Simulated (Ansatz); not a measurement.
C₂H₆Cu (charge +1)

Input

```
crystal:
  periodic: [false, false, false]
  atoms:
    - {symbol: Cu, position_ang: [-0.530324, -0.362941, -2.334284]}
    - {symbol: C, position_ang: [0.202743, -0.424968, -0.288709]}
    - {symbol: C, position_ang: [-0.087198, 0.532931, 0.857267]}
    - {symbol: H, position_ang: [-0.757959, -0.939184, -0.576873]}
    - {symbol: H, position_ang: [0.765875, 0.133961, -1.088955]}
    - {symbol: H, position_ang: [0.869794, -1.247007, -0.025716]}
    - {symbol: H, position_ang: [0.843417, 0.972076, 1.216716]}
    - {symbol: H, position_ang: [-0.552548, -0.006523, 1.682222]}
    - {symbol: H, position_ang: [-0.753798, 1.341653, 0.558134]}
basis:
  gaussian: {orbitals: "def2-TZVPPD.json"}
total_charge: 1
hamiltonian: {xc: pbe0, dispersion: d4}
output: {orbitals: {seedname: orbitals}}
```

Run with:

```sh
ansatz run in.yaml --threads 4 --pin off --events-out ev --progress --plain --max-ram 9574MiB
```

Geometry: PBE0-D4/def2-TZVP.

Method: RKS PBE0-D4/def2-TZVPPD (Ansatz 0.2.0).

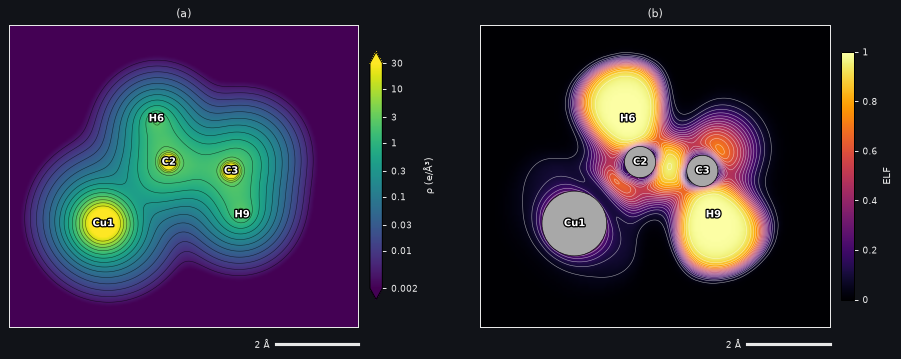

Figure 1. (a) electron density; (b) ELF on the plane of atoms Cu1, C2 and C3. Grey discs cover the atomic cores in the ELF map.

Read the bonding off the picture.

- The section cuts through Cu, C and H sites.
- C–C (1.52 Å): ρ is about 1.6 e/Å³ halfway; the ELF peaks at about 0.95 between the atoms, as expected for a covalent bond.
- C–Cu (2.17 Å): ρ is about 0.44 e/Å³ halfway; the ELF peaks at about 0.65 in the valence shell of C, 0.7 Å from its nucleus, and is about 0.20 at the midpoint.
- C–H (1.09 Å): ρ is about 2 e/Å³ halfway; the ELF climbs to about 1 towards the hydrogen, as it does in any bond to H (a covalent bond by its length).

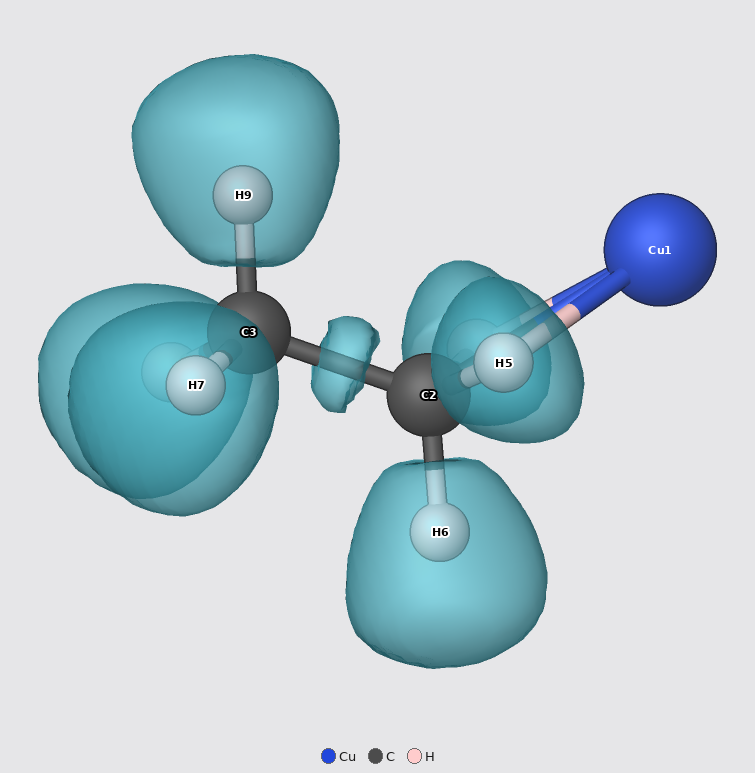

Figure 2. Isosurface of the electron localisation function at 0.85 (cyan), seen across its widest extent. Core shells and regions of very low density are left out.

Where are the electrons localised?

The surface consists of one region between bonded C–C atoms (shared pairs) and six regions around hydrogen nuclei.

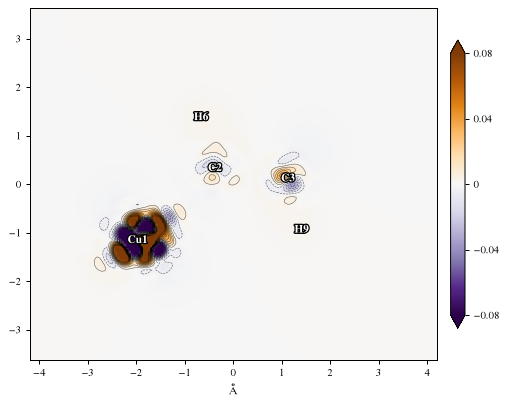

Figure 3. One frontier orbital on the plane of atoms Cu1, C2 and C3 (values in Å⁻³ᐟ²; the overall sign is arbitrary).

Which orbital is it: HOMO or LUMO?

The HOMO, at −14.19 eV. It lies mainly on Cu1 (about 65 %), C3 (about 10 %) and C2 (about 10 %).

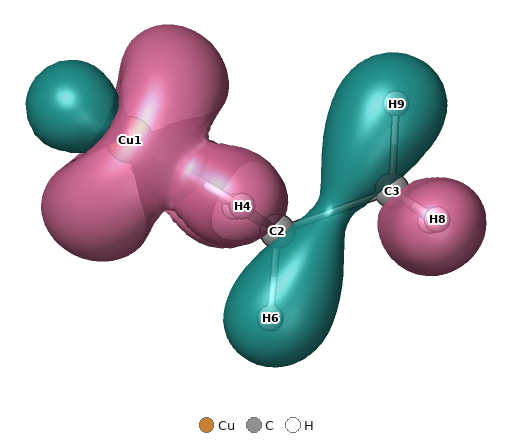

Figure 4. The HOMO−1 at ±0.08 Å⁻³ᐟ² (teal and pink are the two phases), seen at an oblique angle.

Where does this orbital lie, and at what energy?

By Hirshfeld shares it lies mainly on Cu1 (about 75 %) and C3 (about 5 %). Its energy is −14.27 eV.
